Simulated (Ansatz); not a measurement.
## Electronic structure of ClHSi3 (SMILES Cl[Si]1=[Si]=[SiH]1) in real space

The calculation's input:

```
crystal:
  periodic: [false, false, false]
  atoms:
    - symbol: Cl
      position_ang: [-1.029836, 1.604058, 0.449416]
    - symbol: Si
      position_ang: [-0.036267, -0.032532, -0.297752]
    - symbol: Si
      position_ang: [1.898625, -0.951239, -1.100744]
    - symbol: Si
      position_ang: [-0.125347, -2.076012, -0.860527]
    - symbol: H
      position_ang: [-0.843689, -3.376557, -1.034485]
basis:
  gaussian:
    orbitals: def2-TZVPD
total_charge: 0
magnetization:
  spin_polarized: false
hamiltonian:
  xc: {name: PBE0}
output: {forces: true, orbitals: {seedname: orbitals}}
```

Command:

```sh
ansatz run input.yaml --threads 1 --pin off --max-ram 2610MiB --events-out events.jsonl --progress --plain --runs-dir runs
```

Geometry: PBE0-D3(BJ)/def2-SVP.

Theory: isolated molecule in a Gaussian basis; Kohn-Sham density functional theory, functional PBE0 (Ansatz 0.2.0).

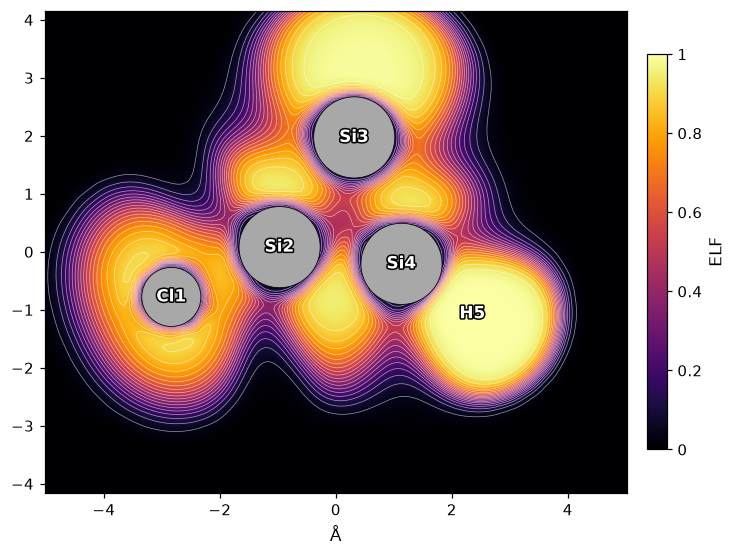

Figure 1. Electron localisation function on the molecular plane. Grey discs cover the atomic cores.

Question: Interpret the plot.

Answer: The section cuts through Cl, Si and H sites.
Si–Cl (2.06 Å): the ELF peaks at about 0.85 between the atoms: a shared but strongly polarised pair.
Si–Si (2.12 Å): the ELF peaks at about 0.75 between the atoms: a covalent bond.
Si–H (1.50 Å): the ELF climbs to about 1 towards the hydrogen, as it does in any bond to H.
Si–Si (2.29 Å): the ELF peaks at about 0.80 between the atoms: a covalent bond.
Si–Si (2.33 Å): the ELF peaks at about 0.85 between the atoms; localised, covalent bonding.
The ELF also peaks beside Cl1 and Si3, away from the bonds: lone-pair regions.

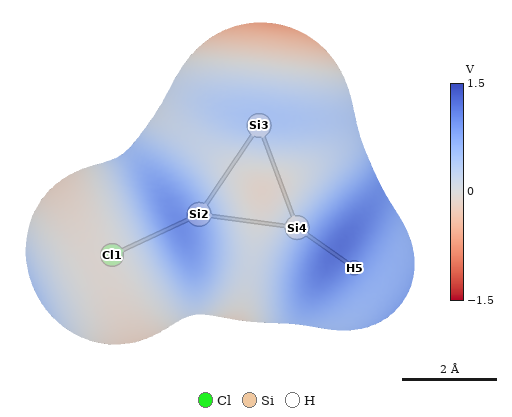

Figure 2. The molecular electrostatic potential painted on the density surface at 0.002 e/bohr³, seen across its widest extent; red is negative and blue positive.

Question: Which sites attract a positive test charge, and which a negative one?

Answer: A positive charge is drawn to the negative regions and a negative charge to the positive ones. The most negative region (about −0.6 V, or −14 kcal/mol for a unit charge) lies over Si3, the most positive (about +1.2 V, or +28 kcal/mol for a unit charge) over Si4. Cl1 shows a σ-hole: about +0.4 V, or +9 kcal/mol for a unit charge at the tip opposite its bond, against about −0.1 V on its flanks.

Question: How polar is the molecule by this calculation?

Answer: Its dipole moment is 1.34 D.

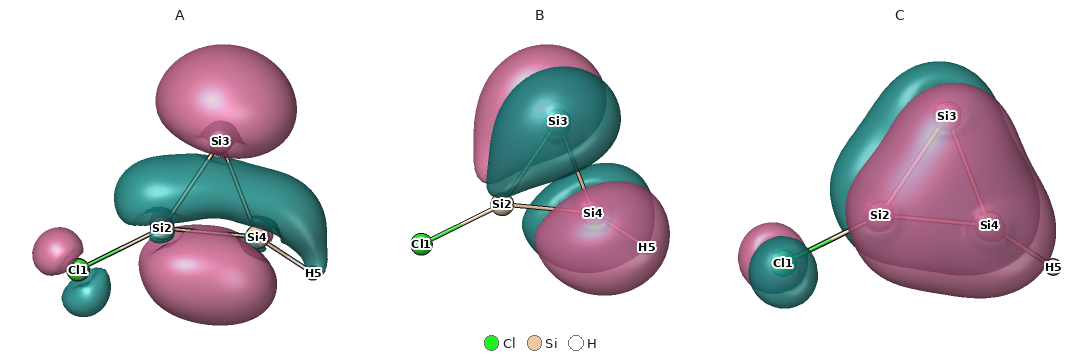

Figure 3. Three frontier orbitals at ±0.08 Å⁻³ᐟ² (teal and pink are the two phases), in no order.

Question: Which picture is the HOMO−1, the HOMO and the LUMO?

Answer: C is the HOMO−1 (−7.04 eV). By Hirshfeld shares it lies mainly on Si4 (about 35 %), Si2 (about 30 %) and Si3 (about 30 %); it changes sign across the molecular plane (π type); π-bonding across Si2–Si3, Si2–Si4 and Si3–Si4. A is the HOMO (−6.09 eV). By Hirshfeld shares it lies mainly on Si3 (about 50 %), Si4 (about 25 %) and Si2 (about 20 %); it is symmetric in the molecular plane (an in-plane orbital: σ, lone-pair or in-plane π type). B is the LUMO (−2.14 eV). It lies mainly on Si3 (about 45 %) and Si4 (about 40 %); it changes sign across the molecular plane (π type); π-antibonding (a node) across Si3–Si4.

Question: What is the HOMO–LUMO gap?

Answer: 3.95 eV between the orbital energies.

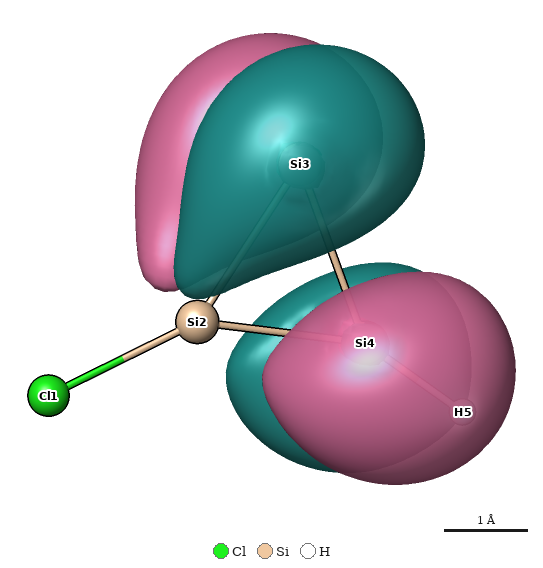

Figure 4. One frontier orbital at ±0.08 Å⁻³ᐟ² (teal and pink are the two phases), seen at a tilt.

Question: Which orbital is it: HOMO or LUMO?

Answer: The LUMO, at −2.14 eV. Its weight (Hirshfeld) is mainly on Si3 (about 45 %) and Si4 (about 40 %); it changes sign across the molecular plane (π type); π-antibonding (a node) across Si3–Si4.
